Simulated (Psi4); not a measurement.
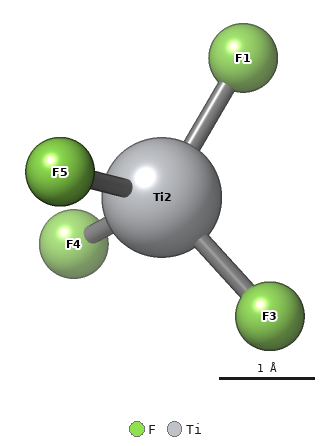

*The structure (ball-and-stick view, seen at a tilt; atoms are numbered from 1 in the order of the input). Sticks mark near contacts.*

Bond lengths as drawn: F–Ti 1.74 Å.

Polarizability calculation of TiF$_{4}$

- system: TiF$_{4}$
- method: B3LYP/def2-TZVP, RKS (Psi4 1.11)

The geometry comes from this level: PBE0-D4/def2-TZVP.

**Input (calc.in)**
```
memory 1.6 GB

molecule {
  0 1
  F      0.33079656    -1.42993686     2.94137761
  Ti    -0.00001890     0.00007559     0.00003779
  F     -2.36240332     2.28097502     0.15027102
  F     -0.80816027    -2.26908864    -2.23683102
  F      2.83976704     1.41801269    -0.85485541
  units au
  symmetry c1
}

set {
  puream true
  scf_type df
  dft_radial_points 99
  dft_spherical_points 590
}

E, wfn = properties("b3lyp/def2-TZVP", properties=['dipole_polarizabilities'], return_wfn=True)
```

Machine: 1 thread of Intel Xeon @ 2.50GHz (Skylake/Cascade Lake), 16 GiB of memory available, shared host.

Run as:
```bash
psi4 -i calc.in -o calc.out -n 1
```

**What the program printed**
```
Psi4 1.11 release

   => Loading Basis Set <=

    Name: DEF2-TZVP
    Role: ORBITAL
    Keyword: BASIS

         ---------------------------------------------------------
                                   SCF
                              RKS Reference
                        1 Threads,   1525 MiB Core
         ---------------------------------------------------------

  ==> Geometry <==

    Molecular point group: c1
    Full point group: C1

    Geometry (in Bohr), charge = 0, multiplicity = 1:

       Center              X                  Y                   Z               Mass
    ------------   -----------------  -----------------  -----------------  -----------------
         F            0.330803870108    -1.429960310047     2.941368784767    18.998403162730
         TI          -0.000011589892     0.000052139953     0.000028964767    47.947941980000
         F           -2.362396009892     2.280951569953     0.150262194767    18.998403162730
         F           -0.808152959892    -2.269112090047    -2.236839845233    18.998403162730
         F            2.839774350108     1.417989239953    -0.854864235233    18.998403162730

  Running in c1 symmetry.

  Rotational constants: A =      0.10997  B =      0.10996  C =      0.10996 [cm^-1]
  Rotational constants: A =   3296.91328  B =   3296.57863  C =   3296.41101 [MHz]
  Nuclear repulsion =  331.469148622665500

  Charge       = 0
  Multiplicity = 1
  Electrons    = 58
  Nalpha       = 29
  Nbeta        = 29

  ==> Algorithm <==

  SCF Algorithm Type is DF.
  DIIS enabled.
  MOM disabled.
  Fractional occupation disabled.
  Guess Type is SAD.
  Energy threshold   = 1.00e-06
  Density threshold  = 1.00e-06
  Integral threshold = 1.00e-12

  ==> Primary Basis <==

  Basis Set: DEF2-TZVP
    Blend: DEF2-TZVP
    Number of shells: 59
    Number of basis functions: 169
    Number of Cartesian functions: 196
    Spherical Harmonics?: true
    Max angular momentum: 3

  ==> DFT Potential <==

   => LibXC <=

    Version 7.1.2

   => Composite Functional: B3LYP <=

    B3LYP Hyb-GGA Exchange-Correlation Functional

    Deriv               =              1
    GGA                 =           TRUE
    Meta                =          FALSE

    Exchange Hybrid     =           TRUE
    MP2 Hybrid          =          FALSE

   => Exchange Functionals <=

    0.0800   Slater exchange
    0.7200         Becke 88

   => Exact (HF) Exchange <=

    0.2000               HF

   => Correlation Functionals <=

    0.1900   Vosko, Wilk & Nusair (VWN5_RPA)
    0.8100   Lee, Yang & Parr

   => LibXC Density Thresholds  <==

    XC_HYB_GGA_XC_B3LYP:  1.00E-15

   => Molecular Quadrature <=

    Radial Scheme          =       TREUTLER
    Pruning Scheme         =           NONE
    Nuclear Scheme         =       TREUTLER

    Blocking Scheme        =         OCTREE
    BS radius alpha        =              1
    Pruning alpha          =              1
    Radial Points          =             99
    Spherical Points       =            590
    Total Points           =         282729
    Total Blocks           =           2158
    Max Points             =            256
    Max Functions          =            157
    Weights Tolerance      =       1.00E-15

   => Loading Basis Set <=

    Name: (DEF2-TZVP AUX)
    Role: JKFIT
    Keyword: DF_BASIS_SCF

  ==> Integral Setup <==

  DFHelper Memory: AOs need 0.125 GiB; user supplied 0.239 GiB.
  SCF_SUBTYPE=INCORE selected. In-core MEM_DF algorithm will be used.
  Using in-core AOs.

  ==> MemDFJK: Density-Fitted J/K Matrices <==

    J tasked:                   Yes
    K tasked:                   Yes
    wK tasked:                   No
    Memory [MiB]:               244
    Algorithm:                 Core
    Schwarz Cutoff:           1E-12
    Mask sparsity (%):       6.1693
    Fitting Condition:        1E-10

   => Auxiliary Basis Set <=

  Basis Set: (DEF2-TZVP AUX)
    Blend: DEF2-UNIVERSAL-JKFIT
    Number of shells: 158
    Number of basis functions: 572
    Number of Cartesian functions: 749
    Spherical Harmonics?: true
    Max angular momentum: 6

  Cached 100.0% of DFT collocation blocks in 0.879 [GiB].

  Minimum eigenvalue in the overlap matrix is 5.5919609114E-03.
  Reciprocal condition number of the overlap matrix is 1.2648764804E-03.
    Using symmetric orthogonalization.

  ==> Pre-Iterations <==

  SCF Guess: Superposition of Atomic Densities via on-the-fly atomic UHF (no occupation information).

   -------------------------
    Irrep   Nso     Nmo
   -------------------------
     A        169     169
   -------------------------
    Total     169     169
   -------------------------

  ==> Iterations <==

                           Total Energy        Delta E     RMS |[F,P]|

   @DF-RKS iter SAD: -1248.24057846225105   -1.24824e+03   0.00000e+00
   @DF-RKS iter   1: -1249.01813063822988   -7.77552e-01   6.05427e-03 ADIIS/DIIS
   @DF-RKS iter   2: -1242.97404522409329    6.04409e+00   2.97738e-02 ADIIS/DIIS
   @DF-RKS iter   3: -1249.18632479656958   -6.21228e+00   4.49520e-03 ADIIS/DIIS
   @DF-RKS iter   4: -1249.33356224111867   -1.47237e-01   8.08108e-04 ADIIS/DIIS
   @DF-RKS iter   5: -1249.34000060935296   -6.43837e-03   1.02963e-04 ADIIS/DIIS
   @DF-RKS iter   6: -1249.34009471529816   -9.41059e-05   1.16125e-05 DIIS
   @DF-RKS iter   7: -1249.34009595118823   -1.23589e-06   9.19950e-07 DIIS
   @DF-RKS iter   8: -1249.34009595284215   -1.65392e-09   1.01073e-06 DIIS
   @DF-RKS iter   9: -1249.34009596201281   -9.17066e-09   9.36999e-08 DIIS
  Energy and wave function converged.

  ==> Post-Iterations <==

   Electrons on quadrature grid:
      Ntotal   =   57.9999999264 ; deviation = -7.364e-08

    Orbital Energies [Eh]
    ---------------------

    Doubly Occupied:

       1A   -179.003515     2A    -24.714134     3A    -24.714133
       4A    -24.714132     5A    -24.714130     6A    -20.045268
       7A    -16.755520     8A    -16.755520     9A    -16.755519
      10A     -2.509170    11A     -1.630080    12A     -1.630078
      13A     -1.630077    14A     -1.197044    15A     -1.181110
      16A     -1.181108    17A     -1.181104    18A     -0.509746
      19A     -0.509744    20A     -0.509738    21A     -0.498140
      22A     -0.498132    23A     -0.487383    24A     -0.466422
      25A     -0.466421    26A     -0.466421    27A     -0.449752
      28A     -0.449749    29A     -0.449748

    Virtual:

      30A     -0.128229    31A     -0.128221    32A     -0.083321
      33A     -0.083304    34A     -0.083300    35A     -0.022630
      36A      0.108540    37A      0.108543    38A      0.108546
      39A      0.115602    40A      0.115607    41A      0.146011
      42A      0.146016    43A      0.146026    44A      0.157244
      45A      0.445741    46A      0.445744    47A      0.445749
      48A      0.535015    49A      0.535033    50A      0.557838
      51A      0.578344    52A      0.578356    53A      0.578361
      54A      0.606859    55A      0.606872    56A      0.606878
      57A      0.704403    58A      0.704422    59A      0.704432
      60A      0.751028    61A      0.751050    62A      0.929864
      63A      0.929869    64A      0.929876    65A      0.985813
      66A      1.178683    67A      1.178687    68A      1.178705
      69A      1.294008    70A      1.294012    71A      1.294015
      72A      1.356363    73A      1.573512    74A      1.573586
      75A      1.573611    76A      1.765782    77A      1.765806
      78A      1.783727    79A      1.836968    80A      1.836974
      81A      1.836992    82A      1.897618    83A      1.897620
      84A      1.897622    85A      1.992764    86A      1.992766
      87A      2.044905    88A      2.044913    89A      2.044923
      90A      2.316075    91A      2.316101    92A      2.316202
      93A      2.426042    94A      2.426068    95A      2.426104
      96A      2.427907    97A      2.428002    98A      2.719732
      99A      2.719751   100A      2.719765   101A      2.745363
     102A      3.221246   103A      3.221258   104A      3.221269
     105A      3.241329   106A      3.241332   107A      3.241336
     108A      3.271089   109A      3.271104   110A      3.615390
     111A      3.728438   112A      3.728447   113A      3.728470
     114A      4.064836   115A      4.254461   116A      4.254565
     117A      4.254636   118A      6.799073   119A      6.799079
     120A      6.799084   121A      6.804914   122A      6.804916
     123A      6.820072   124A      6.820079   125A      6.820087
     126A      6.820428   127A      6.820431   128A      6.820436
     129A      6.820505   130A      6.821603   131A      6.821665
     132A      6.821666   133A      6.821674   134A      6.840218
     135A      6.840223   136A      6.840236   137A      6.878939
     138A      6.878956   139A      6.924563   140A      6.924570
     141A      6.924589   142A      7.001394   143A      7.006353
     144A      7.006366   145A      7.006389   146A      8.194555
     147A      8.194596   148A      8.194631   149A      8.203426
     150A      8.203433   151A      8.271386   152A      8.271420
     153A      8.271427   154A      8.383183   155A      8.383197
     156A      8.383212   157A      8.393118   158A      8.393139
     159A      8.393172   160A      8.499240   161A      8.499316
     162A      8.644376   163A      8.831923   164A      8.831986
     165A      8.831996   166A     56.796476   167A     56.848288
     168A     56.848307   169A     56.848320

    Final Occupation by Irrep:
              A
    DOCC [    29 ]
    NA   [    29 ]
    NB   [    29 ]

  @DF-RKS Final Energy: -1249.34009596201281

   => Energetics <=

    Nuclear Repulsion Energy =            331.4691486226655002
    One-Electron Energy =               -2381.1903690817061943
    Two-Electron Energy =                 868.1553496080879313
    DFT Exchange-Correlation Energy =     -67.7742251110601046
    Empirical Dispersion Energy =           0.0000000000000000
    VV10 Nonlocal Energy =                  0.0000000000000000
    Total Energy =                      -1249.3400959620128106

Computation Completed

Properties will be evaluated at   0.000000,   0.000000,   0.000000 [a0]

Properties computed using the B3LYP density matrix

 Multipole Moments:

 ------------------------------------------------------------------------------------
     Multipole            Electronic (a.u.)      Nuclear  (a.u.)        Total (a.u.)
 ------------------------------------------------------------------------------------

 L = 1.  Multiply by 2.5417464519 to convert [e a0] to [Debye]
 Dipole X            :         -0.0000260            0.0000083           -0.0000177
 Dipole Y            :          0.0001475           -0.0000372            0.0001103
 Dipole Z            :          0.0000794           -0.0000207            0.0000587
 Magnitude           :                                                    0.0001262

 ------------------------------------------------------------------------------------

         ---------------------------------------------------------
                       CPSCF Linear Response Solver
         ---------------------------------------------------------

   ==> Requested Responses <==

    Dipole polarizabilities

   ==> Coupled-Perturbed RKS Solver <==

    Maxiter             =         100
    Convergence         =   1.000E-06
    Number of equations =           3
   -----------------------------------------------------
     Iter   Residual RMS      Max RMS  Remain  Time [s]
   -----------------------------------------------------
    Guess      3.034e+00    3.034e+00       3         4
        1      1.580e+00    1.580e+00       3         9
        2      3.568e-01    3.568e-01       3        14
        3      7.995e-02    7.995e-02       3        18
        4      1.526e-02    1.527e-02       3        23
        5      1.641e-03    1.878e-03       3        27
        6      8.122e-04    1.014e-03       3        32
        7      1.335e-04    1.342e-04       3        37
        8      4.000e-05    4.953e-05       3        41
        9      1.080e-05    1.094e-05       3        46
       10      2.386e-06    2.386e-06       3        51
       11      1.308e-07    1.309e-07       0        55
   -----------------------------------------------------

    Solver has converged.

   ==> Response Properties <==

    => Dipole polarizabilities <=

              X          Y          Z
    ----- ---------- ---------- ----------
      X     29.89487   -0.00076   -0.00170
      Y     -0.00076   29.89440    0.00029
      Z     -0.00170    0.00029   29.89578

	total time  =         70 seconds =       1.17 minutes

    Psi4 run time: 0:01:09.80
```

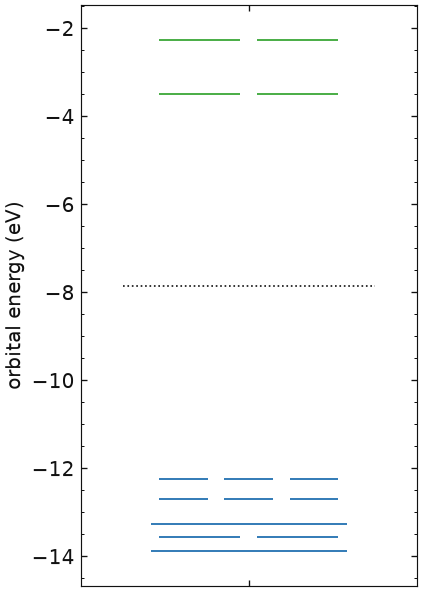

*Orbital energies near the frontier; the dotted line parts filled from empty levels, and levels within 0.02 eV of each other stand side by side.*

Highest filled −12.24 eV, lowest empty −3.49 eV, 8.75 eV apart.

**Results in brief**

```json
{"quantity": "outcome", "value": "converged"}
{"quantity": "total energy", "value": "−1249.340096 hartree"}
{"quantity": "basis functions", "value": "169"}
{"quantity": "HOMO", "value": "−12.24 eV"}
{"quantity": "LUMO", "value": "−3.49 eV"}
{"quantity": "dipole moment", "value": "0.00 D"}
{"quantity": "wall time", "value": "72 s"}
{"quantity": "peak memory", "value": "1.3 GiB"}
```
